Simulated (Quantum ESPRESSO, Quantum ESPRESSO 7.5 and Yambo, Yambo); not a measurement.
## A GW chain in Yambo: CdTe (F-43m)

Wanted: ground state, empty states, screening and self-energy for CdTe (F-43m).

Calculated with Quantum ESPRESSO 7.5 and Yambo 5.3.0; PBE and many-body steps on it, plane waves.

The database entry behind the starting cell differs from later determinations by our own check (an axis about 1.1 % short against later determinations), so it need not match the best structure at ambient conditions.

### 1. The structure

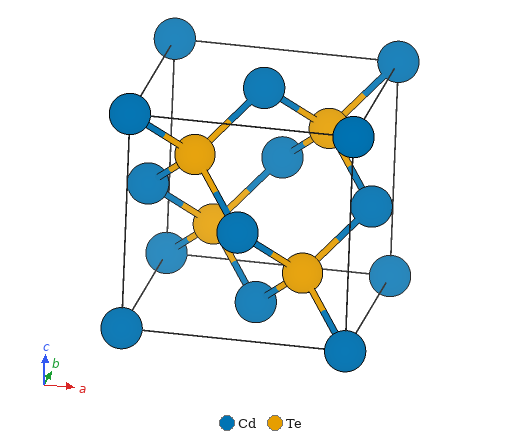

The starting structure, seen slightly off an axis (cadmium blue, tellurium orange). This picture shows the conventional cell, with its axes. Bonds to atoms that aren't drawn are left out. Some periodic images of atoms are drawn too.

The cell and positions come from the Crystallography Open Database and are kept as given unless a step says otherwise.

### 2. Ground state

This step: Quantum ESPRESSO 7.5; DFT, PBE with spin-orbit coupling, plane waves, norm-conserving pseudopotentials.

The ground-state density comes first.

pw.in

```
&control
  calculation = 'scf'
  prefix = 'x'
  outdir = 'o'
  pseudo_dir = 'pseudo'
/
&system
  ibrav = 0
  nat = 2
  ntyp = 2
  ecutwfc = 94.0
  nbnd = 54
  force_symmorphic = .true.
  noncolin = .true.
  lspinorb = .true.
/
&electrons
  conv_thr = 1e-10
  electron_maxstep = 80
  mixing_beta = 0.5
/
ATOMIC_SPECIES
  Cd 112.41 Cd.upf
  Te 127.6 Te.upf
CELL_PARAMETERS angstrom
  -0.0000000000 3.2050000000 3.2050000000
  3.2050000000 -0.0000000000 3.2050000000
  3.2050000000 3.2050000000 -0.0000000000
ATOMIC_POSITIONS crystal
  Cd 0.0000000000 0.0000000000 0.0000000000
  Te 0.2500000000 0.2500000000 0.2500000000
K_POINTS automatic
  6 6 6 0 0 0
```

Run with:

```sh
$ OMP_NUM_THREADS=1 mpirun -n 4 pw.x -nk 4 -in pw.in > pw.out
```

The log of the run:

```text
Program PWSCF v.7.5 starts

     This program is part of the open-source Quantum ESPRESSO suite
     for quantum simulation of materials; please cite
         "P. Giannozzi et al., J. Phys.:Condens. Matter 21 395502 (2009);
         "P. Giannozzi et al., J. Phys.:Condens. Matter 29 465901 (2017);
         "P. Giannozzi et al., J. Chem. Phys. 152 154105 (2020);
     in publications or presentations arising from this work. More details at
     Message from routine setup:
     using ibrav=0 with symmetry is DISCOURAGED, use correct ibrav instead

     G-vector sticks info

     bravais-lattice index     =            0
     lattice parameter (alat)  =       8.5653  a.u.
     unit-cell volume          =     444.3352 (a.u.)^3
     number of atoms/cell      =            2
     number of atomic types    =            2
     number of electrons       =        44.00
     number of Kohn-Sham states=           54
     kinetic-energy cutoff     =      94.0000  Ry
     charge density cutoff     =     376.0000  Ry
     scf convergence threshold =      1.0E-10
     mixing beta               =       0.5000
     number of iterations used =            8  plain     mixing
     Exchange-correlation= PBE
                           (   1   4   3   4   0   0   0)
     Non magnetic calculation with spin-orbit

     celldm(1)=   8.565287  celldm(2)=   0.000000  celldm(3)=   0.000000
     celldm(4)=   0.000000  celldm(5)=   0.000000  celldm(6)=   0.000000

     crystal axes: (cart. coord. in units of alat)
               a(1) = (  -0.000000   0.707107   0.707107 )
               a(2) = (   0.707107  -0.000000   0.707107 )
               a(3) = (   0.707107   0.707107  -0.000000 )

     reciprocal axes: (cart. coord. in units 2 pi/alat)
               b(1) = ( -0.707107  0.707107  0.707107 )
               b(2) = (  0.707107 -0.707107  0.707107 )
               b(3) = (  0.707107  0.707107 -0.707107 )
     Pseudo is Norm-conserving + core correction, Zval = 20.0
     Generated using ONCVPSP code by D. R. Hamann
     Using radial grid of 1368 points, 10 beta functions with:
     Pseudo is Norm-conserving + core correction, Zval = 24.0
     Generated using ONCVPSP code by D. R. Hamann
     Using radial grid of 1324 points, 10 beta functions with:
     Cd               20.00   112.41000     Cd( 1.00)
     Te               24.00   127.60000     Te( 1.00)

     24 Sym. Ops. (no inversion) found

   Cartesian axes

     site n.     atom                  positions (alat units)
         1        Cd     tau(   1) = (   0.0000000   0.0000000   0.0000000  )
         2        Te     tau(   2) = (   0.3535534   0.3535534   0.3535534  )

     number of k points=    16
                       cart. coord. in units 2pi/alat
        k(    1) = (   0.0000000   0.0000000   0.0000000), wk =   0.0046296
        k(    2) = (   0.1178511   0.1178511  -0.1178511), wk =   0.0370370
        k(    3) = (   0.2357023   0.2357023  -0.2357023), wk =   0.0370370
        k(    4) = (  -0.3535534  -0.3535534   0.3535534), wk =   0.0185185
        k(    5) = (   0.2357023   0.0000000  -0.0000000), wk =   0.0277778
        k(    6) = (   0.3535534   0.1178511  -0.1178511), wk =   0.1111111
        k(    7) = (  -0.2357023  -0.4714045   0.4714045), wk =   0.1111111
        k(    8) = (  -0.1178511  -0.3535534   0.3535534), wk =   0.1111111
        k(    9) = (   0.0000000  -0.2357023   0.2357023), wk =   0.0555556
        k(   10) = (   0.4714045   0.0000000  -0.0000000), wk =   0.0277778
     [... 4 further rows ...]
        k(   15) = (  -0.1178511  -0.3535534   0.5892557), wk =   0.1111111
        k(   16) = (  -0.7071068   0.2357023   0.0000000), wk =   0.0555556

     Dense  grid:    54769 G-vectors     FFT dimensions: (  54,  54,  54)

     Initial potential from superposition of free atoms

     starting charge      43.9995, renormalised to      44.0000
     Starting wfcs are   46 randomized atomic wfcs +    8 random wfcs

     per-process dynamical memory:   121.8 Mb

     Self-consistent Calculation

     iteration #  1     ecut=    94.00 Ry     beta= 0.50

     Threshold (ethr) on eigenvalues was too large:
     Diagonalizing with lowered threshold

     total energy              =    -912.88612768 Ry
     estimated scf accuracy    <       0.05354016 Ry

     iteration #  2     ecut=    94.00 Ry     beta= 0.50

     total energy              =    -912.89859501 Ry
     estimated scf accuracy    <       0.00630958 Ry

     iteration #  3     ecut=    94.00 Ry     beta= 0.50

     total energy              =    -912.89950122 Ry
     estimated scf accuracy    <       0.00076277 Ry

     iteration #  4     ecut=    94.00 Ry     beta= 0.50

     total energy              =    -912.89956103 Ry
     estimated scf accuracy    <       0.00003853 Ry

     iteration #  5     ecut=    94.00 Ry     beta= 0.50

     total energy              =    -912.89956594 Ry
     estimated scf accuracy    <       0.00000220 Ry

     iteration #  6     ecut=    94.00 Ry     beta= 0.50

     total energy              =    -912.89956635 Ry
     estimated scf accuracy    <       0.00000019 Ry

     iteration #  7     ecut=    94.00 Ry     beta= 0.50

     total energy              =    -912.89956639 Ry
     estimated scf accuracy    <       0.00000004 Ry

     iteration #  8     ecut=    94.00 Ry     beta= 0.50

     total energy              =    -912.89956640 Ry
     estimated scf accuracy    <          7.8E-10 Ry

     iteration #  9     ecut=    94.00 Ry     beta= 0.50

     End of self-consistent calculation

          k = 0.0000 0.0000 0.0000 (  6855 PWs)   bands (ev):

  -149.8565-149.8565-106.6751-106.6751 -96.9678 -96.9678 -96.9678 -96.9678
   -93.4110 -93.4110 -58.5164 -58.5164 -52.6964 -52.6964 -52.6964 -52.6964
   -28.1460 -28.1460 -28.1460 -28.1460 -26.6865 -26.6865 -26.6806 -26.6806
   -26.6806 -26.6806  -2.5781  -2.5781   0.0859   0.0859   0.0859   0.0859
     0.6082   0.6082   0.8451   0.8451   0.8451   0.8451   8.1894   8.1894
     9.0544   9.0544   9.0544   9.0544   9.6561   9.6561  13.1323  13.1323
    13.4845  13.4845  13.4845  13.4845  16.3236  16.3236

          k = 0.1179 0.1179-0.1179 (  6825 PWs)   bands (ev):

  -149.8565-149.8565-106.6751-106.6751 -96.9678 -96.9678 -96.9678 -96.9678
   -93.4110 -93.4110 -58.5164 -58.5164 -52.6964 -52.6964 -52.6964 -52.6964
   -28.1460 -28.1459 -28.1459 -28.1459 -26.6864 -26.6864 -26.6806 -26.6806
   -26.6805 -26.6804  -2.4709  -2.4709   0.0801   0.1054   0.1427   0.1427
     0.6503   0.6503   0.8424   0.8524   0.8524   0.8740   6.9361   6.9361
     8.2785   8.2785   8.7916   8.8100  10.7272  10.7272  13.4995  13.4995
    13.6371  13.6371  13.8392  13.8475  17.3338  17.3454

          k = 0.2357 0.2357-0.2357 (  6814 PWs)   bands (ev):

  -149.8565-149.8565-106.6751-106.6751 -96.9678 -96.9678 -96.9678 -96.9678
   -93.4110 -93.4110 -58.5164 -58.5164 -52.6965 -52.6965 -52.6964 -52.6964
   -28.1459 -28.1458 -28.1458 -28.1458 -26.6862 -26.6862 -26.6806 -26.6806
   -26.6803 -26.6801  -2.2569  -2.2569   0.0911   0.1162   0.2892   0.2892
     0.7144   0.7144   0.8726   0.9042   0.9847   0.9847   5.0439   5.0439
     7.8504   7.8504   8.3762   8.3928  10.7513  10.7513  13.9160  13.9160
    14.0989  14.1055  15.1347  15.1347  16.8857  16.8858

          k =-0.3536-0.3536 0.3536 (  6850 PWs)   bands (ev):

     [... further k-points ...]

     highest occupied, lowest unoccupied level (ev):     9.0544    9.6561

!    total energy              =    -912.89956640 Ry
     estimated scf accuracy    <          5.7E-11 Ry

     The total energy is the sum of the following terms:
     one-electron contribution =    -695.04248236 Ry
     hartree contribution      =     337.36581459 Ry
     xc contribution           =    -122.24829544 Ry
     ewald contribution        =    -432.97460320 Ry

     convergence has been achieved in   9 iterations

     XML data file, charge density, pseudopotentials, collected wavefunctions

=------------------------------------------------------------------------------=
   JOB DONE.
=------------------------------------------------------------------------------=
```

Wall time 71 s (4 MPI ranks of Arm Neoverse V1, shared host); peak memory 0.85 GiB; 4.7 min of CPU time.

This step gave:

- total energy: -12420.6314 eV
- gap: 0.6017 eV
- k of the valence top: 0, 0, 0
- k of the conduction bottom: 0, 0, 0
- least direct gap: 0.6017 eV

The gap is direct, at Γ.

### 3. Bands along the symmetry lines

The cheap functional maps the bands first; the places of the edges decide which points the dearer methods must see.

pw.in

```
&control
  calculation = 'bands'
  prefix = 'x'
  outdir = 'o'
  pseudo_dir = 'pseudo'
/
&system
  ibrav = 0
  nat = 2
  ntyp = 2
  ecutwfc = 94.0
  nbnd = 56
  force_symmorphic = .true.
  noncolin = .true.
  lspinorb = .true.
/
&electrons
  conv_thr = 1e-9
  electron_maxstep = 80
  diago_full_acc = .true.
  diago_thr_init = 5e-6
/
ATOMIC_SPECIES
  Cd 112.41 Cd.upf
  Te 127.6 Te.upf
CELL_PARAMETERS angstrom
  -0.0000000000 3.2050000000 3.2050000000
  3.2050000000 -0.0000000000 3.2050000000
  3.2050000000 3.2050000000 -0.0000000000
ATOMIC_POSITIONS crystal
  Cd 0.0000000000 0.0000000000 0.0000000000
  Te 0.2500000000 0.2500000000 0.2500000000
K_POINTS crystal
  50
  0.00000000 0.00000000 0.00000000 1
  -0.06250000 -0.06250000 0.00000000 1
  -0.12500000 -0.12500000 0.00000000 1
  -0.18750000 -0.18750000 0.00000000 1
  -0.25000000 -0.25000000 0.00000000 1
  -0.31250000 -0.31250000 0.00000000 1
  -0.37500000 -0.37500000 0.00000000 1
  -0.43750000 -0.43750000 0.00000000 1
  -0.50000000 -0.50000000 0.00000000 1
  -0.48437500 -0.48437500 0.03125000 1
  -0.46875000 -0.46875000 0.06250000 1
  -0.45312500 -0.45312500 0.09375000 1
  -0.43750000 -0.43750000 0.12500000 1
  -0.42187500 -0.42187500 0.15625000 1
  -0.40625000 -0.40625000 0.18750000 1
  -0.39062500 -0.39062500 0.21875000 1
  -0.37500000 -0.37500000 0.25000000 1
  -0.37500000 0.00000000 0.37500000 1
  -0.32812500 0.00000000 0.32812500 1
  -0.28125000 0.00000000 0.28125000 1
  -0.23437500 0.00000000 0.23437500 1
  -0.18750000 0.00000000 0.18750000 1
  -0.14062500 0.00000000 0.14062500 1
  -0.09375000 0.00000000 0.09375000 1
  -0.04687500 0.00000000 0.04687500 1
  0.00000000 0.00000000 0.00000000 1
  0.00000000 0.00000000 0.06250000 1
  0.00000000 0.00000000 0.12500000 1
  0.00000000 0.00000000 0.18750000 1
  0.00000000 0.00000000 0.25000000 1
  0.00000000 0.00000000 0.31250000 1
  0.00000000 0.00000000 0.37500000 1
  0.00000000 0.00000000 0.43750000 1
  0.00000000 0.00000000 0.50000000 1
  -0.06250000 -0.03125000 0.46875000 1
  -0.12500000 -0.06250000 0.43750000 1
  -0.18750000 -0.09375000 0.40625000 1
  -0.25000000 -0.12500000 0.37500000 1
  -0.31250000 -0.15625000 0.34375000 1
  -0.37500000 -0.18750000 0.31250000 1
  -0.43750000 -0.21875000 0.28125000 1
  -0.50000000 -0.25000000 0.25000000 1
  -0.50000000 -0.28125000 0.21875000 1
  -0.50000000 -0.31250000 0.18750000 1
  -0.50000000 -0.34375000 0.15625000 1
  -0.50000000 -0.37500000 0.12500000 1
  -0.50000000 -0.40625000 0.09375000 1
  -0.50000000 -0.43750000 0.06250000 1
  -0.50000000 -0.46875000 0.03125000 1
  -0.50000000 -0.50000000 0.00000000 1
```

The log of the run:

```text
[banner, memory and clock lines left out]
Program PWSCF v.7.5 starts

     Atomic positions and unit cell read from directory:
     o/x.save/

     Message from routine setup:
     using ibrav=0 with symmetry is DISCOURAGED, use correct ibrav instead

     G-vector sticks info

     bravais-lattice index     =            0
     lattice parameter (alat)  =       8.5653  a.u.
     unit-cell volume          =     444.3352 (a.u.)^3
     number of atoms/cell      =            2
     number of atomic types    =            2
     number of electrons       =        44.00
     number of Kohn-Sham states=           56
     kinetic-energy cutoff     =      94.0000  Ry
     charge density cutoff     =     376.0000  Ry
     Exchange-correlation= PBE
                           (   1   4   3   4   0   0   0)
     Non magnetic calculation with spin-orbit

     celldm(1)=   8.565287  celldm(2)=   0.000000  celldm(3)=   0.000000
     celldm(4)=   0.000000  celldm(5)=   0.000000  celldm(6)=   0.000000

     crystal axes: (cart. coord. in units of alat)
               a(1) = (  -0.000000   0.707107   0.707107 )
               a(2) = (   0.707107  -0.000000   0.707107 )
               a(3) = (   0.707107   0.707107  -0.000000 )

     reciprocal axes: (cart. coord. in units 2 pi/alat)
               b(1) = ( -0.707107  0.707107  0.707107 )
               b(2) = (  0.707107 -0.707107  0.707107 )
               b(3) = (  0.707107  0.707107 -0.707107 )
     Pseudo is Norm-conserving + core correction, Zval = 20.0
     Generated using ONCVPSP code by D. R. Hamann
     Using radial grid of 1368 points, 10 beta functions with:
     Pseudo is Norm-conserving + core correction, Zval = 24.0
     Generated using ONCVPSP code by D. R. Hamann
     Using radial grid of 1324 points, 10 beta functions with:
     Cd               20.00   112.41000     Cd( 1.00)
     Te               24.00   127.60000     Te( 1.00)

     24 Sym. Ops. (no inversion) found

   Cartesian axes

     site n.     atom                  positions (alat units)
         1        Cd     tau(   1) = (   0.0000000   0.0000000   0.0000000  )
         2        Te     tau(   2) = (   0.3535534   0.3535534   0.3535534  )

     number of k points=    50
                       cart. coord. in units 2pi/alat
        k(    1) = (   0.0000000   0.0000000   0.0000000), wk =   0.0200000
        k(    2) = (   0.0000000   0.0000000  -0.0883883), wk =   0.0200000
        k(    3) = (   0.0000000   0.0000000  -0.1767767), wk =   0.0200000
[...]
[... 38 further rows ...]
        k(   49) = (   0.0441942  -0.0000000  -0.7071068), wk =   0.0200000
        k(   50) = (   0.0000000   0.0000000  -0.7071068), wk =   0.0200000

     Dense  grid:    54769 G-vectors     FFT dimensions: (  54,  54,  54)

     The potential is recalculated from file :
     o/x.save/charge-density

     Starting wfcs are   46 randomized atomic wfcs +   10 random wfcs

     Band Structure Calculation

     End of band structure calculation

          k = 0.0000 0.0000 0.0000 (  6855 PWs)   bands (ev):

  -149.8567-149.8567-106.6752-106.6752 -96.9680 -96.9680 -96.9680 -96.9680
   -93.4110 -93.4110 -58.5164 -58.5164 -52.6964 -52.6964 -52.6964 -52.6964
   -28.1461 -28.1461 -28.1461 -28.1461 -26.6866 -26.6866 -26.6807 -26.6807
   -26.6807 -26.6807  -2.5781  -2.5781   0.0860   0.0860   0.0860   0.0860
[...]
k = 0.0000 0.0000-0.0884 (  6831 PWs)   bands (ev):

  -149.8567-149.8567-106.6752-106.6752 -96.9680 -96.9680 -96.9680 -96.9680
[...]
k = 0.0000 0.0000-0.1768 (  6839 PWs)   bands (ev):

  -149.8567-149.8567-106.6752-106.6752 -96.9680 -96.9680 -96.9680 -96.9680
[...]
k =-0.0000 0.0000-0.2652 (  6843 PWs)   bands (ev):

[...]
k = 0.0000 0.0000-0.3536 (  6843 PWs)   bands (ev):

[...]
k = 0.0000-0.0000-0.4419 (  6855 PWs)   bands (ev):

[...]
k =-0.0000 0.0000-0.5303 (  6866 PWs)   bands (ev):

[...]
k = 0.0000-0.0000-0.6187 (  6842 PWs)   bands (ev):

[...]
k = 0.5303-0.0000-0.5303 (  6861 PWs)   bands (ev):

[...]
k = 0.0000 0.0000 0.0000 (  6855 PWs)   bands (ev):

[...]
k = 0.1326 0.0000-0.7071 (  6852 PWs)   bands (ev):

[...]
k = 0.0884-0.0000-0.7071 (  6854 PWs)   bands (ev):

[...]
k = 0.0442-0.0000-0.7071 (  6836 PWs)   bands (ev):

  -149.8567-149.8567-106.6752-106.6752 -96.9680 -96.9680 -96.9680 -96.9680
[...]
k = 0.0000 0.0000-0.7071 (  6838 PWs)   bands (ev):

  -149.8567-149.8567-106.6752-106.6752 -96.9680 -96.9680 -96.9680 -96.9680
[...]
6.6189   6.6189   6.9594   6.9594  11.3158  11.3158  11.4491  11.4491
    17.5926  17.5926  18.1323  18.1323  18.2431  18.2431  19.7694  19.7695

     XML data file, pseudopotentials, collected wavefunctions
```

The job ended after 59 s (4 MPI ranks; peak memory 0.56 GiB).

This step gave:

| Item | Value |
| --- | --- |
| gap | 0.6017 eV |
| k of the valence top | 0, 0, 0 |
| k of the conduction bottom | 0, 0, 0 |
| least direct gap | 0.6017 eV |

The gap is 0.602 eV, as in the run before at this level.

The electronic bands at the labelled points (eV, zero at the top of the highest filled band):

```
    point  band 41  band 42  band 43  band 44  band 45  band 46  band 47  band 48
        Γ     0.00     0.00     0.00     0.00     0.60     0.60     4.08     4.08
        X    -2.44    -2.44    -2.10    -2.10     2.26     2.26     2.39     2.39
        U    -3.16    -2.87    -1.92    -1.89     2.59     2.62     4.19     4.38
jump to K    -3.16    -2.87    -1.92    -1.89     2.59     2.62     4.19     4.38
        Γ     0.00     0.00     0.00     0.00     0.60     0.60     4.08     4.08
        L    -1.38    -1.38    -0.85    -0.85     1.58     1.58     4.84     4.84
        W    -3.03    -2.57    -2.57    -2.55     3.86     4.27     4.39     4.45
        X    -2.44    -2.44    -2.10    -2.10     2.26     2.26     2.39     2.39
```

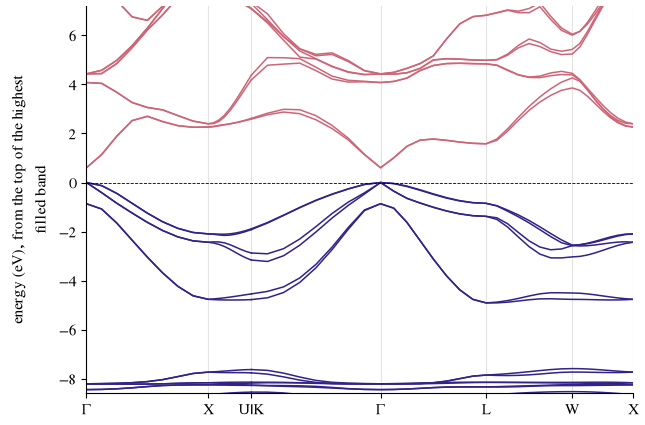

Electronic bands along the path; lines of filled and empty bands in two colours.

(Part 1 of 3 ends here.)

[Paths, hosts, dates, memory and timing lines, banners, echoed tables and standing remarks are left out of the program output.]

[Logs are printed without paths, hosts, clocks, repeated set-up lines and the standing remarks that a program may print on its own settings, such as how far it seeks lower states.]

[Runs of the session that timed out or met a known fault of the program may be left out.]

[Hosts, paths, dates, database ids (printed as entryN), source tags and the programs' standing remarks are cut or masked in the printed files.]
